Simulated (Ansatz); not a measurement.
# Single-point calculation of CH₇B₂GaO

System: CH₇B₂GaO.
Method: RKS r2SCANh/aug-pcseg-2 (Ansatz 0.2.0).

Some settings of this run were made unusual or wrong on purpose. The geometry comes from this level: PBE0-D4/def2-TZVP.

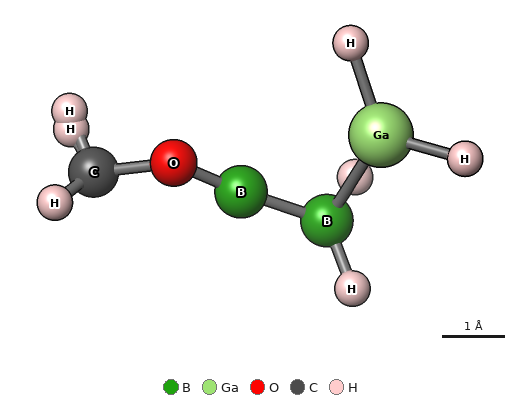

Fig. 1: The input geometry (ball-and-stick view, seen at a tilt). Sticks mark near contacts.

## The input
```yaml
crystal:
  periodic: [false, false, false]
  atoms:
    - {symbol: B, position_ang: [-0.934143, 0.979376, 0.899934]}
    - {symbol: B, position_ang: [0.015251, 0.311679, -0.127508]}
    - {symbol: Ga, position_ang: [-0.396597, -0.520152, 2.305688]}
    - {symbol: O, position_ang: [0.852981, -0.332303, -0.875609]}
    - {symbol: C, position_ang: [0.955401, -0.215134, -2.296452]}
    - {symbol: H, position_ang: [-0.763295, 2.078724, 1.335819]}
    - {symbol: H, position_ang: [-2.042041, 0.467085, 0.922701]}
    - {symbol: H, position_ang: [-0.328512, -2.060477, 1.946834]}
    - {symbol: H, position_ang: [-0.329797, -0.122751, 3.829178]}
    - {symbol: H, position_ang: [1.971756, 0.095171, -2.534621]}
    - {symbol: H, position_ang: [0.759080, -0.895431, -2.728315]}
    - {symbol: H, position_ang: [0.759080, -1.195431, -2.728315]}
basis:
  gaussian: {orbitals: aug-pcseg-2, fitting: {mean_field: cc-pVTZ-jkfit}}
hamiltonian: {xc: {name: r2SCANh}}
accuracy: high
output: {forces: true}
```

Run on 4 threads of Arm Neoverse V1, 23 GiB of memory available, shared host.

Launched with:
```bash
ansatz run in.yaml --threads 4 --pin off --events-out ev --progress --plain --max-ram 10444MiB
```

## What the program printed
```
Functional definition: r2SCANh
  name "r2SCANh"
  cite "Bursch, Neugebauer, Ehlert & Grimme, J. Chem. Phys. 156, 134105 (2022) doi:10.1063/5.0086040"
  cite "Furness, Kaplan, Ning, Perdew & Sun, J. Phys. Chem. Lett. 11, 8208 (2020) doi:10.1021/acs.jpclett.0c02405"
  cite "Furness, Kaplan, Ning, Perdew & Sun, J. Phys. Chem. Lett. 11, 9248 (2020) doi:10.1021/acs.jpclett.0c03077"
  parent r2scan
  parameter a = 0.1
  parameter k0 = 0.174
  parameter k1 = 0.065
  parameter a1 = 4.9479
  exchange = (1 - a)*r2scan_x(k0 = k0, k1 = k1, a1 = a1) + a*exact_x
  correlation = r2scan_c
733 factors; integrals over basis functions are off by at most 8.2e-1 eV
mean field evaluation 1: about -56894.5430 eV, gradient 6.6e1 eV
mean field evaluation 2: about -56891.4113 eV, gradient 7.0e1 eV
mean field evaluation 4: about -56904.7239 eV, gradient 5.3e0 eV
mean field evaluation 8: about -56904.7911 eV, gradient 1.8e-1 eV
mean field evaluation 16: about -56904.7911 eV, gradient 3.7e-5 eV
mean field -56904.79109591 eV, -2091.2125013219 hartree, gradient 2.9e-8 eV, S^2 0.000000; 0 other end points of the search recorded, 1 dependent functions left out
the calculation of the forces begins
reference -56904.79109870 eV, -2091.2125014245 hartree; 31, 31 occupied and 372, 372 virtual orbitals, 733 factors
Total energy: -56904.79109870 eV, -2091.2125014245 hartree
Atom 0 at    -0.934143     0.979376     0.899934 Å, force     0.141324    -0.083809     0.076084 eV/Å
Atom 1 at     0.015251     0.311679    -0.127508 Å, force    -0.474424     0.341321    -0.097884 eV/Å
Atom 2 at    -0.396597    -0.520152     2.305688 Å, force    -0.009988     0.006421     0.085214 eV/Å
Atom 3 at     0.852981    -0.332303    -0.875609 Å, force     0.080928    -1.239558    -0.612696 eV/Å
Atom 4 at     0.955401    -0.215134    -2.296452 Å, force     5.293266    18.820343    10.768018 eV/Å
Atom 5 at    -0.763295     2.078724     1.335819 Å, force    -0.018740    -0.081607    -0.037958 eV/Å
Atom 6 at    -2.042041     0.467085     0.922701 Å, force     0.078731     0.007033    -0.018837 eV/Å
Atom 7 at    -0.328512    -2.060477     1.946834 Å, force    -0.003876     0.123036     0.034317 eV/Å
Atom 8 at    -0.329797    -0.122751     3.829178 Å, force    -0.006306    -0.071916    -0.137914 eV/Å
Atom 9 at     1.971756     0.095171    -2.534621 Å, force    -0.443552    -0.806195    -0.325691 eV/Å
Atom 10 at     0.759080    -0.895431    -2.728315 Å, force    -6.025613    99.537398   -10.867477 eV/Å
Atom 11 at     0.759080    -1.195431    -2.728315 Å, force     1.388248  -116.552467     1.134823 eV/Å
Dipole moment:     0.489814    -0.567046    -0.811373 e Å
```

## Outcome

| quantity | value |
| --- | --- |
| outcome | converged |
| total energy | −56904.7911 eV |
| SCF solution under orbital rotations | stable |
| largest force (length of the vector) | 116.566 eV/Å |
| dipole moment | 5.30 D |
| wall time | 34 s (CPU time 2.2 min) |
| peak memory | 1 GiB |

## Diagnosis

This input holds a deliberate fault: two atoms are placed far too close. The run converged all the same; its numbers are those of the faulty input and shouldn't be used.
